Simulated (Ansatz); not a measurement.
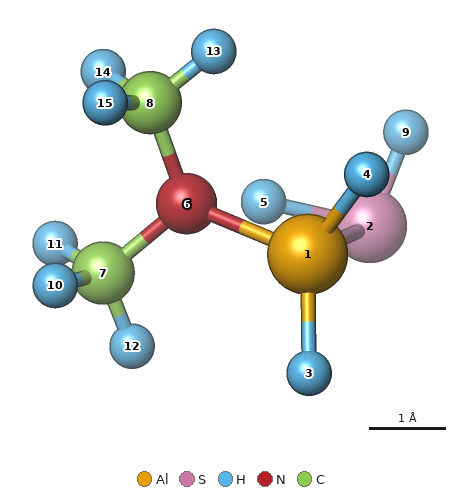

**Figure 1.** The structure as given in the input (ball-and-stick view, seen on its broad side; atoms are numbered from 1 in the order of the input). Sticks mark near contacts. Bond lengths as drawn: Al–H 1.58 Å, Al–N 1.90 Å, Al–S 2.55 Å, C–H 1.08 to 1.09 Å, C–N 1.45 to 1.46 Å and H–S 1.33 to 1.49 Å.

# C$_{2}$H$_{10}$AlNS: phonon calculation

The run: phonon calculation of C$_{2}$H$_{10}$AlNS. Method and program: UHF/6-31G* (Ansatz 0.2.0).

It belongs to a series of runs on one base structure; here: vibrations at the highest image of the band. Figures and captions count atoms from 1; the log counts them from 0 in places.

The program's output:
```
Engine: ansatz 0.2.0, x86_64-unknown-linux-gnu
Functional definition: HF
  exchange = exact_x
  correlation = 0
1181 factors; integrals over basis functions are off by at most 5.0e-4 eV
mean field evaluation 1: about -21096.9507 eV, gradient 2.1e1 eV
mean field evaluation 2: about -21097.0468 eV, gradient 2.1e1 eV
mean field evaluation 4: about -21099.5352 eV, gradient 3.4e0 eV
mean field evaluation 8: about -21099.5966 eV, gradient 1.4e-1 eV
mean field -21099.59681675 eV, -775.3958811953 hartree, gradient 9.1e-6 eV, S^2 0.000000; 0 other end points of the search recorded, 0 dependent functions left out
the calculation of the forces begins
reference -21099.59681675 eV, -775.3958811953 hartree; 29, 29 occupied and 74, 74 virtual orbitals, 1181 factors
these checks for a lower state are left out or cut short: stability, starts, cluster_reference, orbital_swaps, neighbouring_geometries, increment
1181 factors; integrals over basis functions are off by at most 5.0e-4 eV
mean field evaluation 16: about -21099.5968 eV, gradient 9.1e-5 eV
mean field -21099.59675323 eV, -775.3958788610 hartree, gradient 1.3e-6 eV, S^2 0.000000; 0 other end points of the search recorded, 0 dependent functions left out
[... from here on the field's lines of each further geometry are left out, up to the last ...]
the calculation of the forces begins
reference -21099.59675168 eV, -775.3958788038 hartree; 29, 29 occupied and 74, 74 virtual orbitals, 1181 factors
these checks for a lower state are left out or cut short: stability, starts, cluster_reference, orbital_swaps, neighbouring_geometries, increment
1181 factors; integrals over basis functions are off by at most 5.0e-4 eV
mean field -21099.59674672 eV, -775.3958786215 hartree, gradient 1.8e-6 eV, S^2 0.000000; 0 other end points of the search recorded, 0 dependent functions left out
the calculation of the forces begins
reference -21099.59674672 eV, -775.3958786215 hartree; 29, 29 occupied and 74, 74 virtual orbitals, 1181 factors
WARN: phonons: modes at or below zero, which the zero-point energy, F, S and C_V leave out: 1, the lowest at -1300.59 cm⁻¹. A minimum has none, and a first-order saddle one
Total energy: -21099.59681675 eV, -775.3958811953 hartree
Atom 0 at     0.510708    -1.522050    -0.509898 Å, force    -0.000774     0.000373     0.000558 eV/Å
Atom 1 at     1.683607     0.140068    -2.050665 Å, force     0.001403     0.000175    -0.000763 eV/Å
Atom 2 at    -0.450632    -2.367501    -1.438811 Å, force     0.000044     0.000231    -0.000139 eV/Å
Atom 3 at     1.644806    -2.130380     0.413136 Å, force    -0.000049    -0.000305     0.000129 eV/Å
Atom 4 at     0.726290     0.584046    -0.996532 Å, force    -0.000858     0.000366     0.000778 eV/Å
Atom 5 at    -0.238111     0.101816     0.133447 Å, force    -0.000993     0.003015     0.001586 eV/Å
Atom 6 at    -1.618276     0.432806    -0.189244 Å, force    -0.001058    -0.002481    -0.000850 eV/Å
Atom 7 at     0.149400     0.609530     1.440645 Å, force    -0.000315    -0.002725    -0.000003 eV/Å
Atom 8 at     2.785914     0.333671    -1.335560 Å, force     0.000026     0.000009    -0.000090 eV/Å
Atom 9 at    -2.323475    -0.036335     0.495677 Å, force    -0.000140     0.000096     0.000058 eV/Å
Atom 10 at    -1.779224     1.507653    -0.143766 Å, force     0.000958     0.000990     0.000061 eV/Å
Atom 11 at    -1.862344     0.101056    -1.192197 Å, force     0.000522    -0.000532    -0.000191 eV/Å
Atom 12 at     1.194599     0.396366     1.635115 Å, force     0.001150    -0.000366    -0.000823 eV/Å
Atom 13 at     0.011074     1.687268     1.494610 Å, force    -0.000263     0.001294    -0.001236 eV/Å
Atom 14 at    -0.434336     0.161987     2.244042 Å, force     0.000345    -0.000139     0.000926 eV/Å
Dipole moment:    -0.074351     0.351193     0.347893 e Å
Vibrations: -1300.59 67.17 160.12 222.71 224.79 238.81 287.56 355.93 359.68 453.18 502.04 556.02 597.42 614.44 722.63 816.02 1037.93 1175.13 1214.75 1275.86 1284.02 1407.16 1428.26 1505.22 1595.98 1633.07 1633.23 1645.83 1654.80 1668.15 2015.48 2025.58 2906.50 3167.01 3175.02 3216.76 3218.30 3267.13 3269.58 cm⁻¹, zero-point energy 3.260739 eV
```

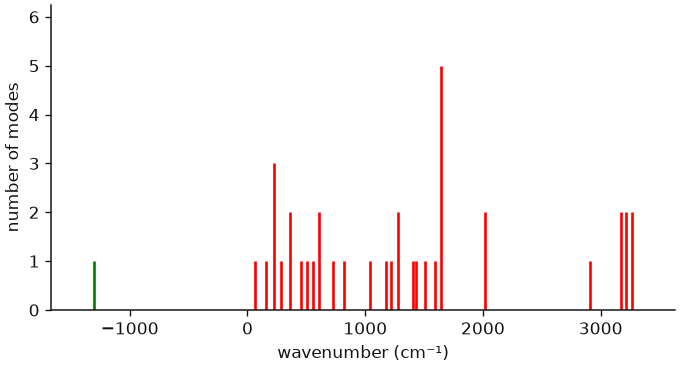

**Figure 2.** Harmonic vibrational wavenumbers from the force constants; neighbouring modes closer than 21 cm⁻¹ are counted in one stick, and imaginary ones are drawn at negative wavenumbers. 39 modes from 1301i to 3270 cm⁻¹, 1 imaginary beyond 8i (1301i cm⁻¹): a first-order saddle point, if the geometry is stationary.

This output came from the following input.

Input file:
```yaml
crystal:
  periodic: [false, false, false]
  atoms:
    - { symbol: Al, position_ang: [0.510708, -1.52205, -0.509898] }
    - { symbol: S, position_ang: [1.683607, 0.140068, -2.050665] }
    - { symbol: H, position_ang: [-0.450632, -2.367501, -1.438811] }
    - { symbol: H, position_ang: [1.644806, -2.13038, 0.413136] }
    - { symbol: H, position_ang: [0.72629, 0.584046, -0.996532] }
    - { symbol: "N", position_ang: [-0.238111, 0.101816, 0.133447] }
    - { symbol: C, position_ang: [-1.618276, 0.432806, -0.189244] }
    - { symbol: C, position_ang: [0.1494, 0.60953, 1.440645] }
    - { symbol: H, position_ang: [2.785914, 0.333671, -1.33556] }
    - { symbol: H, position_ang: [-2.323475, -0.036335, 0.495677] }
    - { symbol: H, position_ang: [-1.779224, 1.507653, -0.143766] }
    - { symbol: H, position_ang: [-1.862344, 0.101056, -1.192197] }
    - { symbol: H, position_ang: [1.194599, 0.396366, 1.635115] }
    - { symbol: H, position_ang: [0.011074, 1.687268, 1.49461] }
    - { symbol: H, position_ang: [-0.434336, 0.161987, 2.244042] }
magnetization:
  spin_polarized: true
basis:
  gaussian: { orbitals: "6-31G*" }
hamiltonian:
  xc: hf
phonons: {}
```

Run as:
```bash
ansatz run input.yaml --threads 2 --pin off --max-ram 3072MiB --backend cpu --events-out ev --progress --plain --runs-dir out
```

Results in brief:

| quantity | value |
| --- | --- |
| outcome | converged |
| total energy | −21099.5968 eV |
| mean-field energy | −21099.5968 eV |
| largest force (length of the vector) | 0.004 eV/Å |
| hardware | 2 threads of AMD EPYC (Zen 5), 16 GiB of memory available, shared host |
| wall time | 80 s (CPU time 2.5 min) |
| peak memory | 0.31 GiB |
